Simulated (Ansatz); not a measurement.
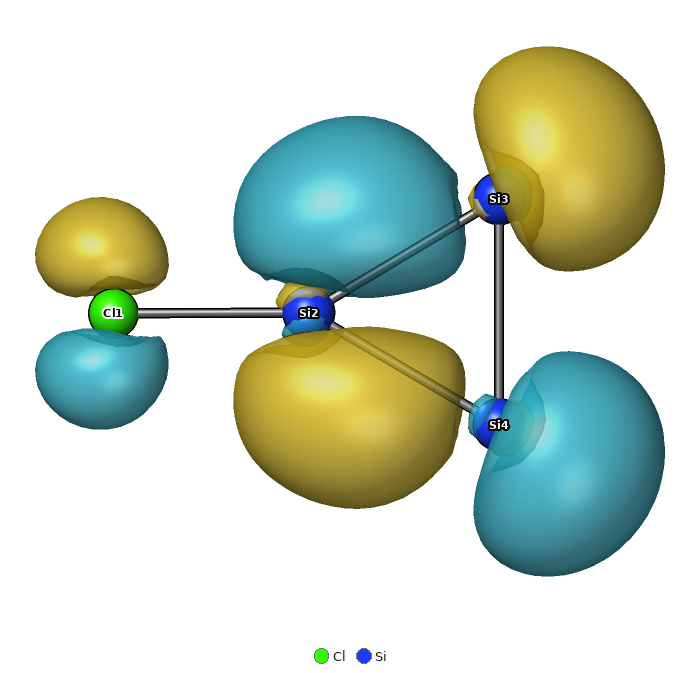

ClSi3 (charge +1, triplet). The HOMO (α) at ±0.1 Å⁻³ᐟ² (yellow and cyan are the two phases), seen across its widest extent.

Geometry: PBE0-D3(BJ)/def2-SVP.

Theory: isolated molecule in a Gaussian basis; Kohn-Sham density functional theory, functional PBE0 in Ansatz.

Question: What is the character of this orbital?

Answer: It lies mainly on Si4 (about 30 %), Si3 (about 30 %), Si2 (about 30 %) and Cl1 (about 10 %); it is symmetric in the molecular plane (an in-plane orbital: σ, lone-pair or in-plane π type). Its energy is −11.86 eV.
